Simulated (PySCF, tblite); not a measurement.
# C6H4F2Se: circular dichroism and optical rotation, excited states

Wanted: circular dichroism and optical rotation, excited states for C6H4F2Se (`C[Se]C(F)=C=C=C=CF`).

Programs: tblite 0.8.0 and PySCF 2.14.0, with routines of our own; each step states its level. All values are computed. Atoms count from 0.

## Step 1: The system as given

13 atoms, charge 0, multiplicity 1; geometry from: force field or distance geometry start.

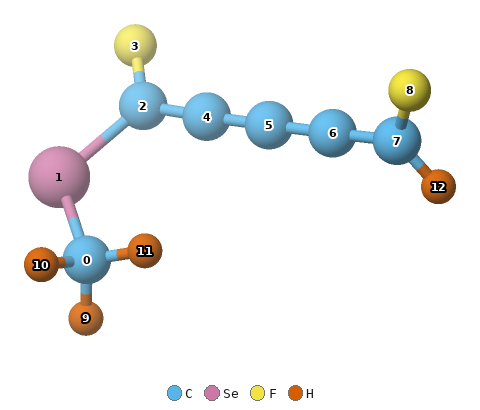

The starting geometry (carbon blue, selenium pink, fluorine yellow, hydrogen orange).

## Step 2: Relaxing the molecule with GFN2-xTB

Job settings and geometry (Å):

```
{"job": {"kind": "relax", "xc": "GFN2-xTB", "basis": "xTB"}, "charge": 0, "multiplicity": 1}
C     -2.528100     0.402300     0.644600
Se    -2.550300     0.365300    -1.287400
C     -0.830500    -0.024800    -2.035900
F     -0.673000    -0.162800    -3.396600
C      0.171200    -0.137600    -1.204900
C      1.170300    -0.236400    -0.418100
C      2.191600    -0.327500     0.377700
C      3.235300    -0.418900     1.174700
F      4.099900     0.597700     1.187900
H     -3.165600    -0.420000     1.079700
H     -3.004400     1.350700     1.011000
H     -1.503300     0.308600     1.048400
H      3.382300    -1.296100     1.801300
```

Run with:

```console
OMP_NUM_THREADS=1 python excited_run.py task.json out
```

This one command runs all jobs of the session in turn.

What it wrote:

```text
step      E/eV     max force
  0    -744.30829    1.707
  1    -744.47339    1.555
  2    -744.54366    1.753
  3    -744.59438    0.984
  4    -744.62665    1.247
  5    -744.66913    0.691
  6    -744.70245    0.506
  7    -744.72945    0.482
  8    -744.75527    0.386
  9    -744.76978    0.367
 10    -744.78122    0.265
 11    -744.78816    0.193
 12    -744.79266    0.218
 13    -744.79652    0.245
 14    -744.80196    0.238
 15    -744.80918    0.262
 16    -744.81595    0.211
 17    -744.82010    0.152
 18    -744.82217    0.118
 19    -744.82360    0.105
 20    -744.82502    0.118
 21    -744.82617    0.129
 22    -744.82705    0.109
 23    -744.82773    0.080
 24    -744.82827    0.072
 25    -744.82875    0.079
 26    -744.82922    0.081
 27    -744.82965    0.071
 28    -744.83001    0.058
 29    -744.83033    0.053
 30    -744.83069    0.062
 31    -744.83114    0.079
 32    -744.83165    0.089
 33    -744.83215    0.080
 34    -744.83262    0.060
 35    -744.83302    0.049
 36    -744.83329    0.048
 37    -744.83346    0.041
 38    -744.83360    0.030
 39    -744.83377    0.041
 40    -744.83395    0.049
 41    -744.83413    0.037
 42    -744.83429    0.033
 43    -744.83450    0.045
 44    -744.83489    0.077
 45    -744.83559    0.114
 46    -744.83648    0.110
 47    -744.83709    0.057
 48    -744.83737    0.038
 49    -744.83754    0.044
 50    -744.83775    0.053
 51    -744.83795    0.042
 52    -744.83810    0.032
 53    -744.83822    0.039
 54    -744.83837    0.049
 55    -744.83863    0.068
 56    -744.83906    0.082
 57    -744.83954    0.065
 58    -744.83993    0.053
 59    -744.84014    0.036
 60    -744.84028    0.039
 61    -744.84039    0.028
 62    -744.84051    0.016
 63    -744.84053    0.015
 64    -744.84057    0.016
 65    -744.84062    0.019
 66    -744.84073    0.022
 67    -744.84089    0.028
 68    -744.84109    0.036
 69    -744.84131    0.039
 70    -744.84161    0.046
 71    -744.84212    0.055
 72    -744.84288    0.064
 73    -744.84373    0.070
 74    -744.84422    0.126
 75    -744.84452    0.078
 76    -744.84522    0.054
 77    -744.84576    0.070
 78    -744.84653    0.116
 79    -744.84742    0.089
 80    -744.84842    0.128
 81    -744.84970    0.113
 82    -744.85052    0.166
 83    -744.85216    0.090
 84    -744.85491    0.086
 85    -744.85639    0.174
 86    -744.85820    0.099
 87    -744.85833    0.235
 88    -744.86095    0.080
 89    -744.86147    0.074
 90    -744.86193    0.055
 91    -744.86221    0.053
 92    -744.86260    0.065
 93    -744.86292    0.060
 94    -744.86337    0.060
 95    -744.86410    0.068
 96    -744.86492    0.085
 97    -744.86583    0.078
 98    -744.86670    0.078
 99    -744.86754    0.065
100    -744.86808    0.107
101    -744.86873    0.079
102    -744.86917    0.063
103    -744.86965    0.054
104    -744.86990    0.041
105    -744.87041    0.043
106    -744.87068    0.043
107    -744.87079    0.049
108    -744.87086    0.038
109    -744.87093    0.038
110    -744.87101    0.019
111    -744.87107    0.018
112    -744.87112    0.022
113    -744.87115    0.029
114    -744.87118    0.017
115    -744.87122    0.024
116    -744.87130    0.021
117    -744.87142    0.032
118    -744.87157    0.043
119    -744.87186    0.052
120    -744.87223    0.046
121    -744.87257    0.042
122    -744.87276    0.029
123    -744.87284    0.018
124    -744.87287    0.015
125    -744.87289    0.011
126    -744.87291    0.008
```

It took 0.63 s on 1 thread of Arm Neoverse V2, shared host.

Along the way: (not every step is listed)

```csv
step,energy from step 0 (eV),largest force (eV/Å)
0,0.0000,1.7066
1,-0.1651,1.5551
2,-0.2354,1.7535
3,-0.2861,0.9838
4,-0.3184,1.2474
5,-0.3608,0.6915
6,-0.3942,0.5060
7,-0.4212,0.4817
8,-0.4470,0.3863
19,-0.5153,0.1048
30,-0.5224,0.0621
41,-0.5258,0.0372
52,-0.5298,0.0318
63,-0.5322,0.0147
74,-0.5359,0.1258
85,-0.5481,0.1736
96,-0.5566,0.0847
107,-0.5625,0.0488
118,-0.5633,0.0428
121,-0.5643,0.0419
122,-0.5645,0.0292
123,-0.5645,0.0180
124,-0.5646,0.0148
125,-0.5646,0.0110
126,-0.5646,0.0084
```

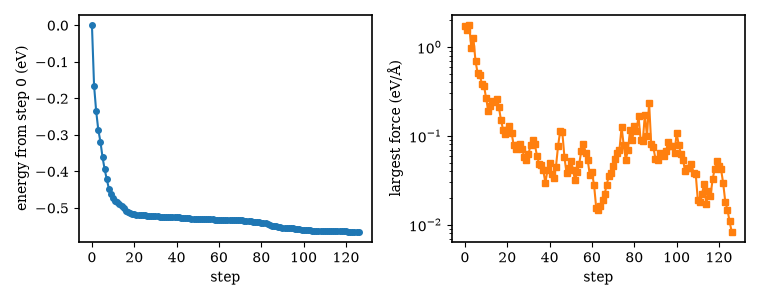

Energy and largest force along the relaxation.

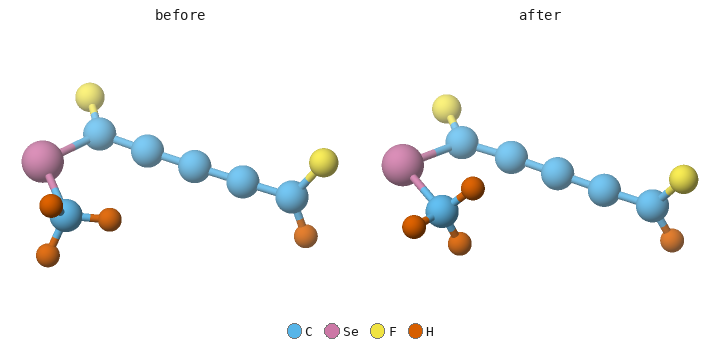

Before and after, at one scale.

Close pairs (by a distance rule), those that changed most:

```csv
bond,before (Å),after (Å),change (Å)
C0–H9,1.128,1.087,-0.040
C0–H10,1.123,1.086,-0.037
C2–F3,1.377,1.342,-0.035
C5–C6,1.298,1.270,-0.028
C0–H11,1.105,1.087,-0.018
C0–Se1,1.932,1.949,+0.016
C7–F8,1.335,1.347,+0.013
Se1–C2,1.916,1.905,-0.011
```

The next job starts from the end point, and lists it.

## Step 3: Harmonic vibrations with GFN2-xTB

Job settings and geometry (Å):

```
{"job": {"kind": "ir", "xc": "GFN2-xTB", "basis": "xTB"}, "charge": 0, "multiplicity": 1}
C     -2.254435     0.514591     0.560773
Se    -2.713564     0.390666    -1.329119
C     -0.973768    -0.068280    -1.954233
F     -0.972027    -0.232524    -3.285936
C      0.093842    -0.212722    -1.211235
C      1.058513    -0.294543    -0.391460
C      2.040198    -0.421156     0.404663
C      3.053621    -0.490561     1.225069
F      3.814820     0.579956     1.525254
H     -1.927683    -0.459742     0.916453
H     -3.147844     0.827850     1.092875
H     -1.462792     1.248896     0.689228
H      3.386733    -1.381945     1.739940
```

What it wrote:

```text
mode    cm-1     km/mol
  1      41.4      1.36
  2      52.1      2.11
  3      75.5      0.25
  4     118.9      0.41
  5     134.6      0.09
  6     156.6      0.70
  7     174.1      2.89
  8     223.6      5.20
  9     262.7      2.63
 10     350.1      3.58
 11     367.6      0.39
 12     374.2      6.51
 13     410.4      1.64
 14     465.8      0.77
 15     558.4     65.14
 16     578.9     20.46
 17     716.7      4.46
 18     831.2    127.02
 19     881.6     14.20
 20     887.6      8.48
 21    1006.0    326.28
 22    1113.5    160.18
 23    1227.7     33.75
 24    1290.1      6.07
 25    1424.3      7.89
 26    1426.3      6.63
 27    1496.8    383.93
 28    1953.6     17.59
 29    2150.7    289.25
 30    3008.3      1.38
 31    3016.5      7.28
 32    3041.1     10.85
 33    3042.2      4.06
```

It took 0.32 s on 1 thread of Arm Neoverse V2, shared host.

Which atoms move in the most intense modes:

```csv
cm⁻¹,km/mol,atoms
558,65.1,"C6 25 %, C7 16 %, F3 15 %, F8 14 %"
579,20.5,"C0 72 %, Se1 15 %"
831,127.0,"C2 44 %, C7 28 %"
1006,326.3,"C2 31 %, C7 22 %, F3 20 %, F8 16 %"
1114,160.2,"C7 26 %, C2 20 %, F8 19 %, H12 16 %"
1228,33.8,H12 74 %
1497,383.9,"C2 33 %, C7 29 %, C5 24 %"
2151,289.2,"C5 50 %, C6 27 %, C4 20 %"
```

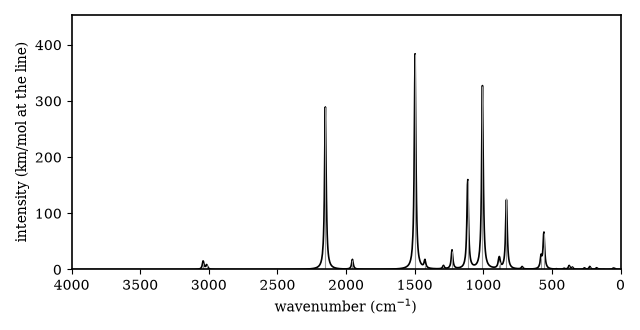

The infrared spectrum from these modes, unscaled. Lines are broadened to a width of 14 cm⁻¹ (Lorentzian).

## Step 4: Circular dichroism and optical rotation: TDDFT CAM-B3LYP/def2-SVPD

Settings changed since step 3:

```diff
@@ -1,2 +1,2 @@
-{"job": {"kind": "ir", "xc": "GFN2-xTB", "basis": "xTB"}, "charge": 0, "multiplicity": 1}
+{"job": {"kind": "ecd", "xc": "CAM-B3LYP", "basis": "def2-SVPD", "nstates": 12}, "charge": 0, "multiplicity": 1}
 C     -2.254435     0.514591     0.560773
```

Method: TDDFT CAM-B3LYP/def2-SVPD circular dichroism and optical rotation, one conformer, gas phase.

What it wrote:

```text
coarse grid: 58904 points
cycle   1  E = -2831.3726522671  dE =  6.882e-01  |g| = 6.957e-01  |ddm| = 2.168e+01
cycle   2  E = -2831.3205637254  dE =  5.209e-02  |g| = 9.139e-01  |ddm| = 3.099e+00
cycle   3  E = -2831.4755067326  dE = -1.549e-01  |g| = 8.659e-02  |ddm| = 2.950e+00
cycle   4  E = -2831.4767419740  dE = -1.235e-03  |g| = 6.353e-02  |ddm| = 4.111e-01
cycle   5  E = -2831.4778780182  dE = -1.136e-03  |g| = 1.756e-02  |ddm| = 2.063e-01
cycle   6  E = -2831.4779720060  dE = -9.399e-05  |g| = 6.828e-03  |ddm| = 6.024e-02
cycle   7  E = -2831.4779887498  dE = -1.674e-05  |g| = 2.147e-03  |ddm| = 2.603e-02
cycle   8  E = -2831.4779923542  dE = -3.604e-06  |g| = 1.330e-03  |ddm| = 1.460e-02
final grid: 125024 points
cycle   9  E = -2831.4779818373  dE =  1.119e-07  |g| = 1.908e-03  |ddm| = 9.312e-03
cycle  10  E = -2831.4779807537  dE =  1.084e-06  |g| = 2.865e-03  |ddm| = 8.962e-03
cycle  11  E = -2831.4779827056  dE = -1.952e-06  |g| = 1.563e-04  |ddm| = 4.962e-03
cycle  12  E = -2831.4779827152  dE = -9.568e-09  |g| = 7.772e-05  |ddm| = 5.606e-04
cycle  13  E = -2831.4779827200  dE = -4.812e-09  |g| = 4.194e-05  |ddm| = 7.051e-04
cycle  14  E = -2831.4779827206  dE = -5.975e-10  |g| = 1.035e-05  |ddm| = 1.664e-04
converged SCF energy = -2831.4779827206

Singlet excitations and rotatory strengths (1e-40 esu^2 cm^2)
state   eV       nm     f(len)   f(vel)    R(len)    R(vel)   main configurations
  1   3.0851   401.9  0.00041  0.00040     1.292     1.618   H->L 0.91
  2   3.9170   316.5  0.00011  0.00010    -2.010    -1.610   H-1->L+1 0.97
  3   4.2082   294.6  0.10883  0.10649     5.359     5.029   H->L+1 0.75, H-1->L 0.23
  4   4.7315   262.0  0.00023  0.00023    -8.759    -8.377   H->L+2 0.42, H-2->L 0.39
  5   5.2237   237.3  0.94425  0.92775   -25.812   -25.307   H-1->L 0.56, H-2->L+1 0.21, H->L+1 0.17
  6   5.4948   225.6  0.00164  0.00175     1.195     1.133   H-2->L 0.46, H->L+2 0.39
  7   5.8677   211.3  0.02522  0.02791    -1.737    -1.846   H->L+3 0.80
  8   6.2228   199.2  0.01713  0.01620   -16.590   -15.569   H->L+4 0.68
  9   6.3031   196.7  1.17687  1.15704    -3.419    -5.273   H-2->L+1 0.66, H-1->L 0.16
 10   6.6933   185.2  0.00238  0.00263     4.944     5.101   H-5->L 0.57, H-2->L+2 0.13
 11   6.7323   184.2  0.01911  0.01866     1.529     1.670   H-1->L+2 0.46, H-1->L+4 0.30
 12   6.8280   181.6  0.00861  0.00743     1.938     1.779   H->L+7 0.31, H-3->L+1 0.16, H-4->L+1 0.14

Specific rotation (deg / (dm g/mL))
    nm     length   length(OI)   velocity    alpha(len)  alpha(vel)
  633.0    -148.39    -153.38    -135.96      137.928    137.600
  589.3    -173.32    -179.33    -157.29      139.671    139.324
  546.0    -203.25    -210.67    -181.51      141.946    141.574
```

It took 2 min on 1 thread of Arm Neoverse V2, shared host; peak memory 1.2 GiB.

Warnings kept with the result: wavelengths within 0.3 eV of the first excitation or beyond it are left out.

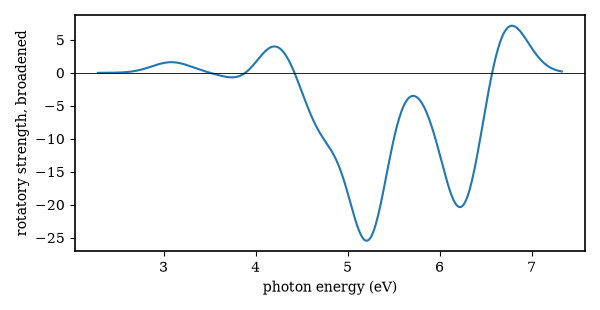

Circular dichroism: velocity-form rotatory strengths under Gaussians of 0.3 eV half-width at 1/e.

## Step 5: Excited states: TDA wB97X-D/def2-SVPD

Settings changed since step 4:

```diff
@@ -1,2 +1,2 @@
-{"job": {"kind": "ecd", "xc": "CAM-B3LYP", "basis": "def2-SVPD", "nstates": 12}, "charge": 0, "multiplicity": 1}
+{"job": {"kind": "states", "xc": "wB97X-D", "basis": "def2-SVPD", "tda": true, "soc": true, "nstates": 6, "ntriplets": 4, "nquad": 4}, "charge": 0, "multiplicity": 1}
 C     -2.254435     0.514591     0.560773
```

With the program's defaults for keys left out, this is: TDA wB97X-D/def2-SVPD excited states, vertical, gas phase, spin-orbit mean-field couplings.

What it wrote:

```text
coarse grid: 58904 points
cycle   1  E = -2831.3314648035  dE =  7.150e-01  |g| = 7.128e-01  |ddm| = 1.796e+01
cycle   2  E = -2831.3118042165  dE =  1.966e-02  |g| = 8.519e-01  |ddm| = 2.896e+00
cycle   3  E = -2831.4437207535  dE = -1.319e-01  |g| = 7.460e-02  |ddm| = 2.587e+00
cycle   4  E = -2831.4449798267  dE = -1.259e-03  |g| = 4.852e-02  |ddm| = 4.427e-01
cycle   5  E = -2831.4457017972  dE = -7.220e-04  |g| = 1.691e-02  |ddm| = 2.056e-01
cycle   6  E = -2831.4458107278  dE = -1.089e-04  |g| = 6.296e-03  |ddm| = 5.736e-02
cycle   7  E = -2831.4458324954  dE = -2.177e-05  |g| = 2.125e-03  |ddm| = 2.723e-02
cycle   8  E = -2831.4458389653  dE = -6.470e-06  |g| = 1.189e-03  |ddm| = 1.765e-02
final grid: 125024 points
cycle   9  E = -2831.4455297892  dE = -2.228e-06  |g| = 1.106e-03  |ddm| = 1.104e-01
cycle  10  E = -2831.4455298639  dE = -7.463e-08  |g| = 1.259e-03  |ddm| = 8.370e-03
cycle  11  E = -2831.4455302080  dE = -3.442e-07  |g| = 1.812e-04  |ddm| = 3.141e-03
cycle  12  E = -2831.4455302262  dE = -1.812e-08  |g| = 9.659e-05  |ddm| = 9.675e-04
cycle  13  E = -2831.4455302359  dE = -9.691e-09  |g| = 5.797e-05  |ddm| = 7.156e-04
cycle  14  E = -2831.4455302377  dE = -1.804e-09  |g| = 1.805e-05  |ddm| = 2.980e-04
cycle  15  E = -2831.4455302379  dE = -2.638e-10  |g| = 8.994e-06  |ddm| = 1.447e-04
converged SCF energy = -2831.4455302379

Singlet excitations
state   eV       nm        f     d(h-e)  d(exc)  Lambda  PR(NTO)  |dmu|/D   mu/D   main configurations
  1   3.1640   391.9   0.00044   1.039   3.549   0.496   1.043    2.940    4.255   H->L 0.91
  2   3.9942   310.4   0.00016   0.839   3.288   0.533   1.028    2.107    3.411   H-1->L+1 0.96
  3   4.4048   281.5   0.14225   1.015   3.704   0.739   1.665    2.560    4.247   H->L+1 0.73, H-1->L 0.22
  4   4.8139   257.6   0.00017   0.204   3.013   0.456   1.644    0.701    2.212   H->L+2 0.42, H-2->L 0.40
  5   5.4865   226.0   0.89223   0.841   3.511   0.765   2.153                     H-1->L 0.45, H-2->L+1 0.35, H->L+1 0.12
  6   5.6393   219.9   0.00412   1.186   4.071   0.462   1.590                     H-2->L 0.44, H->L+2 0.39

Triplet excitations (Tamm-Dancoff)
state   eV     d(h-e)  d(exc)  Lambda  PR(NTO)   main configurations
  1   2.6603   0.241   3.146   0.733   1.432   H->L+1 0.70, H-1->L 0.15, H-2->L+1 0.10
  2   2.8657   0.074   3.055   0.787   1.430   H-1->L 0.78, H->L+1 0.14
  3   2.9259   0.994   3.503   0.498   1.045   H->L 0.89
  4   3.7400   0.839   3.269   0.531   1.019   H-1->L+1 0.97
S1 - T1 = 0.5036 eV

Spin-orbit couplings |<S|Hso|T>| (cm-1)
             T1       T2       T3       T4
S0       15.540   19.285  262.651   44.543
S1       98.414   51.924    5.138    2.181
S2       83.149   13.999    3.511    4.219
S3        4.865    5.808  123.646  160.208
S4       77.944   59.233   69.901    2.754
S5        5.832    6.594   33.585   92.457
S6       63.534   91.338   90.821   10.180
T1 sublevels (cm-1): 0.000 2.491 2.568   radiative rates (1/s): 128 3.27 0.449
```

It took 53 s on 1 thread of Arm Neoverse V2, shared host; peak memory 1.1 GiB.

From this job:

```csv
quantity,value
S1 less T1,0.50 eV
```

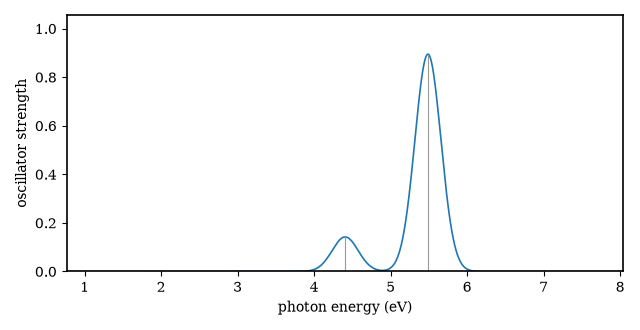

Absorption lines of the singlets. Lines are broadened to a width of 0.40 eV (Gaussian).

## Step 6: What came out

```
                                                                                       quantity                                                          value
                                                      strongest single infrared mode (GFN2-xTB)                                          1497 cm⁻¹, 384 km/mol
                                                                   zero-point energy (GFN2-xTB)                                                  47.0 kcal/mol
state of largest rotatory strength (velocity form) among 12 (step 4, TDDFT CAM-B3LYP/def2-SVPD)  5.22 eV, R = -25.3 (velocity), -25.8 (length) ·10⁻⁴⁰ esu² cm²
                              specific rotation at 633.0 nm (step 4, TDDFT CAM-B3LYP/def2-SVPD)                             -136.0 (velocity), -148.4 (length)
                                                     S1 less T1 (step 5, TDA wB97X-D/def2-SVPD)                                                        0.50 eV
```

What this shows: All 33 modes are real, so the xTB geometry is a minimum. The strongest single mode, at 1497 cm⁻¹, is spread over several atoms, C2, C7, C5 among them. Unscaled tight-binding wavenumbers are off by several per cent, some by more. Its intensities can rank the bands wrongly. Steps that list no spin-orbit terms leave them out, which matters at and beside the heavy atoms. Rotations belong to one conformer and to the handedness of the start. Scalar relativity is left out for the heavy atoms. In step 5, the number of triplets below S1 is 3, and the largest singlet-triplet spin-orbit coupling is S0–T3, 262.65 cm⁻¹.
